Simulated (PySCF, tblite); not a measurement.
# FH12N3Si4, a small molecule taken as a stand-in for a surface group (nitrogen-backed Si): NMR shifts, core binding energies and electronic excitations, part 2 of 2

tblite 0.8.0 and PySCF 2.14.0. Atoms count from 0, parts from 1. Earlier steps stand in the parts before.

## Step 5: Core-electron binding energies: SCAN, X2C

The job: settings as JSON, then the geometry in Å.

```
{"job": {"kind": "xps", "holes": 5}, "charge": 0, "multiplicity": 1}
Si     1.305978     0.267894     2.173210
N      1.395743    -0.747360     0.750597
Si     0.913004    -0.241587    -0.816696
N      0.583758     1.442943    -0.788949
Si    -1.016498     2.129709    -0.959876
N     -0.505387    -1.092430    -1.275067
Si    -1.438700    -2.095175    -0.186554
F      2.099539    -0.546707    -1.884590
H     -0.076360     0.790602     2.382608
H      2.237256     1.437278     2.113289
H      1.695873    -0.584016     3.336559
H      1.837285    -1.655342     0.862535
H      1.361921     2.095729    -0.768543
H     -1.602131     1.909797    -2.319126
H     -0.882778     3.600731    -0.738216
H     -1.960642     1.559942     0.045770
H     -0.790832    -1.084138    -2.249959
H     -0.698112    -3.316798     0.257989
H     -1.848965    -1.338062     1.032641
H     -2.656542    -2.529146    -0.934462
```

With the program's defaults for keys left out, this is: delta-SCF UKS SCAN, pcX-2 on the ionised atom, pcseg-1 elsewhere, spin-free X2C.

The program printed:

```text
ground state, core basis on atom 0 (Si), 230 functions
  cycle   1  E = -1431.62730136  |g| = 8.85e-01
  cycle   2  E = -1431.37725372  |g| = 1.38e+00
  cycle   3  E = -1431.78112908  |g| = 8.87e-02
  cycle   4  E = -1431.78353496  |g| = 2.78e-02
  cycle   5  E = -1431.78375319  |g| = 9.16e-03
  cycle   6  E = -1431.78376434  |g| = 4.80e-03
  cycle   7  E = -1431.78377131  |g| = 1.30e-03
  cycle   8  E = -1431.78377008  |g| = 2.04e-04
  E(ground) = -1431.87732825 Eh
hole in Si 2p of atom 0
  cycle   1  E = -1427.50568970  |g| = 1.23e+00
  cycle   2  E = -1425.94523863  |g| = 1.63e+00
  cycle   3  E = -1427.47708931  |g| = 7.98e-01
  cycle   4  E = -1427.80414197  |g| = 1.73e-01
  cycle   5  E = -1427.81949159  |g| = 1.34e-01
  cycle   6  E = -1427.82706202  |g| = 4.26e-02
  cycle   7  E = -1427.82784389  |g| = 1.21e-02
  cycle   8  E = -1427.82790728  |g| = 3.93e-03
  cycle   9  E = -1427.82791374  |g| = 1.80e-03
  cycle  10  E = -1427.82791477  |g| = 4.75e-04
  E(ion) = -1427.93256752 Eh   <S^2> = 0.7517   hole on atom = 1.003   binding energy = 107.342 eV
  2p3/2 = 107.111 eV   2p1/2 = 107.735 eV
ground state, core basis on atom 1 (N), 219 functions
  cycle   1  E = -1431.70217330  |g| = 7.48e-02
  cycle   2  E = -1431.70221945  |g| = 1.80e-02
  cycle   3  E = -1431.70225065  |g| = 1.63e-02
  cycle   4  E = -1431.70230935  |g| = 4.99e-03
  cycle   5  E = -1431.70231938  |g| = 4.13e-04
  E(ground) = -1431.83536187 Eh
hole in N 1s of atom 1
  cycle   1  E = -1416.12500490  |g| = 1.87e+00
  cycle   2  E = -1414.87217736  |g| = 2.31e+00
  cycle   3  E = -1416.73003678  |g| = 4.98e-01
  cycle   4  E = -1416.79372142  |g| = 3.30e-01
  cycle   5  E = -1416.84078413  |g| = 9.79e-02
  cycle   6  E = -1416.84494713  |g| = 2.21e-02
  cycle   7  E = -1416.84512465  |g| = 1.18e-02
  cycle   8  E = -1416.84518010  |g| = 3.11e-03
  cycle   9  E = -1416.84518597  |g| = 1.10e-03
  cycle  10  E = -1416.84518595  |g| = 7.77e-04
  cycle  11  E = -1416.84518513  |g| = 2.70e-04
  E(ion) = -1416.97605285 Eh   <S^2> = 0.7647   hole on atom = 1.000   binding energy = 404.342 eV
ground state, core basis on atom 2 (Si), 230 functions
  cycle   1  E = -1431.80356628  |g| = 2.92e-01
  cycle   2  E = -1431.80347745  |g| = 7.20e-02
  cycle   3  E = -1431.80332297  |g| = 7.11e-02
  cycle   4  E = -1431.80418993  |g| = 1.87e-02
  cycle   5  E = -1431.80424287  |g| = 2.59e-03
  cycle   6  E = -1431.80424755  |g| = 2.49e-04
  E(ground) = -1431.89768099 Eh
hole in Si 2p of atom 2
  cycle   1  E = -1427.48993024  |g| = 1.25e+00
  cycle   2  E = -1427.17567699  |g| = 1.32e+00
  cycle   3  E = -1427.74856229  |g| = 3.71e-01
  cycle   4  E = -1427.81145096  |g| = 1.00e-01
  cycle   5  E = -1427.81359876  |g| = 5.65e-02
  cycle   6  E = -1427.81487935  |g| = 1.34e-02
  cycle   7  E = -1427.81491170  |g| = 9.44e-03
  cycle   8  E = -1427.81494977  |g| = 7.50e-04
  cycle   9  E = -1427.81495009  |g| = 1.50e-04
  E(ion) = -1427.91972141 Eh   <S^2> = 0.7514   hole on atom = 1.003   binding energy = 108.246 eV
  2p3/2 = 108.001 eV   2p1/2 = 108.627 eV
ground state, core basis on atom 7 (F), 219 functions
  cycle   1  E = -1431.72892966  |g| = 1.28e-01
  cycle   2  E = -1431.72802468  |g| = 1.03e-01
  cycle   3  E = -1431.72891867  |g| = 6.62e-02
  cycle   4  E = -1431.72948509  |g| = 8.10e-03
  cycle   5  E = -1431.72950174  |g| = 1.26e-03
  cycle   6  E = -1431.72950323  |g| = 4.37e-04
  E(ground) = -1431.86895457 Eh
hole in F 1s of atom 7
  cycle   1  E = -1405.39545574  |g| = 2.58e+00
  cycle   2  E = -1405.29480940  |g| = 2.15e+00
  cycle   3  E = -1406.23885658  |g| = 3.84e-01
  cycle   4  E = -1406.25574552  |g| = 2.89e-01
  cycle   5  E = -1406.29522496  |g| = 4.07e-02
  cycle   6  E = -1406.29584445  |g| = 1.69e-02
  cycle   7  E = -1406.29600218  |g| = 2.42e-03
  cycle   8  E = -1406.29600439  |g| = 1.30e-03
  cycle   9  E = -1406.29600605  |g| = 6.42e-04
  cycle  10  E = -1406.29600432  |g| = 1.84e-04
  E(ion) = -1406.44207954 Eh   <S^2> = 0.7568   hole on atom = 1.000   binding energy = 691.901 eV
```

Run time: 32 s. Hardware: 1 thread of AMD EPYC 9R45, shared host; peak memory 1.1 GiB.

The holes in one table. −ε is the ground-state orbital energy:

```
       hole     stands for                 environment  ΔSCF (eV; 2p as the shell's mean)  −ε (eV)   ⟨S²⟩
Si2p on Si0  Si0, Si4, Si6    silicon bonded to N, 3 H                             107.32     96.5  0.752
  N1s on N1     N1, N3, N5  nitrogen bonded to 2 Si, H                             404.34    385.7  0.765
Si2p on Si2            Si2    silicon bonded to F, 3 N                             108.21     97.4  0.751
  F1s on F7             F7       fluorine bonded to Si                             691.90    666.2  0.757
```

Each hole run stands for the others of its class of like atoms.

With the spin-orbit splitting: Si0 2p3/2 107.11, 2p1/2 107.74 eV; Si2 2p3/2 108.00, 2p1/2 108.63 eV. The table gives each 2p level as the mean over the whole 2p shell (two parts 2p3/2, one part 2p1/2), which differs a little from the single hole in the log.

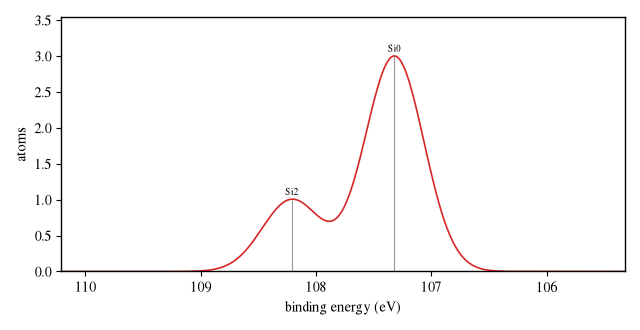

The Si2p photoelectron lines, weighted by the number of atoms. Lines are broadened to a width of 0.60 eV (Gaussian).

## Step 6: TDDFT and polarisability: CAM-B3LYP/def2-SVPD

Same as in step 5 but for these lines:

```diff
@@ -1,2 +1,2 @@
-{"job": {"kind": "xps", "holes": 5}, "charge": 0, "multiplicity": 1}
+{"job": {"kind": "uv", "xc": "CAM-B3LYP", "basis": "def2-SVPD", "nstates": 6, "ntriplets": 2, "ip": true}, "charge": 0, "multiplicity": 1}
 Si     1.305978     0.267894     2.173210
```

With the program's defaults for keys left out, this is: TDDFT CAM-B3LYP/def2-SVPD, vertical, gas phase, core orbitals frozen in the response.

The program printed:

```text
coarse grid: 18208 points
cycle   1  E = -1428.5972316543  dE =  3.949e-01  |g| = 7.763e-01  |ddm| = 6.115e+00
cycle   2  E = -1428.5800760685  dE =  1.716e-02  |g| = 8.713e-01  |ddm| = 1.916e+00
cycle   3  E = -1428.7196767266  dE = -1.396e-01  |g| = 5.506e-02  |ddm| = 8.936e-01
cycle   4  E = -1428.7202695577  dE = -5.928e-04  |g| = 2.498e-02  |ddm| = 1.444e-01
cycle   5  E = -1428.7203679524  dE = -9.839e-05  |g| = 1.031e-02  |ddm| = 3.861e-02
cycle   6  E = -1428.7203891457  dE = -2.119e-05  |g| = 1.157e-03  |ddm| = 1.307e-02
cycle   7  E = -1428.7203895330  dE = -3.874e-07  |g| = 3.599e-04  |ddm| = 3.599e-03
final grid: 156752 points
cycle   8  E = -1428.8924869678  dE = -1.698e-05  |g| = 3.110e-03  |ddm| = 6.103e-02
cycle   9  E = -1428.8924861668  dE =  8.010e-07  |g| = 3.820e-03  |ddm| = 8.463e-03
cycle  10  E = -1428.8924891592  dE = -2.992e-06  |g| = 2.065e-04  |ddm| = 3.521e-03
cycle  11  E = -1428.8924891660  dE = -6.742e-09  |g| = 1.722e-04  |ddm| = 6.246e-04
cycle  12  E = -1428.8924891710  dE = -5.063e-09  |g| = 2.058e-05  |ddm| = 2.363e-04
cycle  13  E = -1428.8924891712  dE = -1.264e-10  |g| = 6.417e-06  |ddm| = 5.726e-05
converged SCF energy = -1428.8924891712

Static polarisability (au): isotropic 122.366, principal 111.331 127.839 127.930

Singlet excitations
state   eV       nm        f      main configurations
  1   6.8181    181.8   0.01640   H->L 0.70
  2   6.8220    181.7   0.01649   H-1->L 0.70
  3   6.8502    181.0   0.01683   H-2->L 0.69, H->L+3 0.09
  4   7.7859    159.2   0.02855   H->L+1 0.26, H-2->L+2 0.19, H-1->L+2 0.10
  5   7.7871    159.2   0.02877   H-1->L+1 0.24, H-2->L+3 0.18, H-1->L+3 0.12
  6   7.8108    158.7   0.02652   H-2->L+1 0.27, H-1->L+3 0.15, H->L+2 0.15

Triplet excitations (Tamm-Dancoff, eV): 6.4885 6.4919
Vertical ionisation energy (delta-SCF) = 9.8839 eV
```

Run time: 2.9 min. Hardware: 1 thread of AMD EPYC 9R45, shared host; peak memory 1.9 GiB.

The orbitals next to the gap, with their largest atomic shares:

```
orbital      eV                         atoms
 HOMO−3  -10.91  Si6 25 %, H19 20 %, H18 10 %
 HOMO−2   -9.36     N1 24 %, N3 18 %, N5 17 %
 HOMO−1   -9.32    N5 34 %, N3 18 %, Si6 10 %
   HOMO   -9.31     N1 30 %, N3 20 %, Si0 9 %
   LUMO    0.60  Si2 16 %, Si4 10 %, Si6 10 %
 LUMO+1    1.26  Si4 17 %, Si0 16 %, Si6 16 %
 LUMO+2    1.30   Si0 17 %, Si4 14 %, Si6 9 %
```

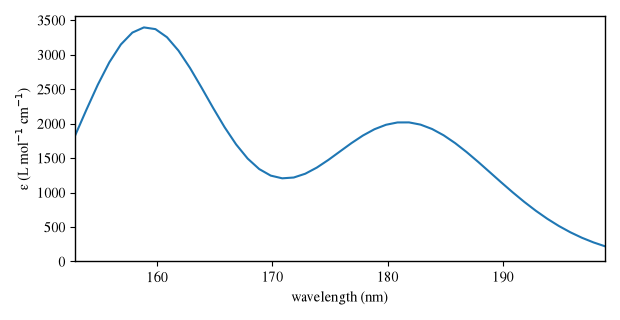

Absorption spectrum: each of the 6 states is a Gaussian band of 0.4 eV half-width at 1/e. Beyond the last state computed it falls off for lack of states.

Ground-state properties from the same run:

```
           property  computed
  dipole moment (D)      0.37
polarisability (Å³)     18.13
 HOMO–LUMO gap (eV)      9.91
      −ε(HOMO) (eV)      9.31
```

## Step 7: What came out

The summary covers parts 1 to 2.

| quantity | value |
| --- | --- |
| point group | C3 |
| rotational constants (main isotopes) | 0.84, 0.84, 0.69 GHz |
| 1H shifts against TMS (PBE0/pcSseg-1, means over atoms taken as alike) | 4.73, 4.62, 4.60, 0.49 ppm |
| 29Si shifts against TMS (PBE0/pcSseg-1, means over atoms taken as alike) | -42.2, -54.8 ppm |
| 15N shifts against NH3 (PBE0/pcSseg-1, means over atoms taken as alike) | 21.0 ppm |
| 19F shifts against CFCl3 (PBE0/pcSseg-1) | -127.1 ppm |
| Si2p binding energies, SCAN/pcX-2 | Si2 108.21, Si0 107.32 eV |
| N1s binding energies, SCAN/pcX-2 | N1 404.34 eV |
| F1s binding energies, SCAN/pcX-2 | F7 691.90 eV |
| lowest singlet (CAM-B3LYP/def2-SVPD) | 6.82 eV (182 nm), f = 0.016 |
| brightest single state of those computed | state 5, 7.79 eV, f = 0.029 |
| lowest triplet | 6.49 eV |
| vertical ionisation energy (ΔSCF) | 9.88 eV |

**Reading.** Relaxing lowered the energy by 0.419 eV in 27 steps; the close pair that moved most is Si0–H10, from 1.443 to 1.494 Å (PBE0/def2-SVP). No frequency check was run at this level, so the end point may be a saddle. Si2 (silicon bonded to F, 3 N) binds its Si2p electron 0.89 eV more tightly than Si0 (silicon bonded to N, 3 H). The first singlet state (HOMO→LUMO 0.70) lies at 6.82 eV and is weak; of the 6 states computed, the strongest absorption comes from states 4 to 6 together at 7.79 eV (the last computed, so partners may be missing). The lowest triplet lies 0.33 eV below the lowest singlet (triplets in Tamm-Dancoff, singlets in full TDDFT). ΔSCF puts the ionisation energy at 9.88 eV, 0.58 eV above −ε(HOMO). A capped cluster stands for the solid here, so long-range fields and strain are missing, and bands or shifts of the capping hydrogens have no counterpart in it.
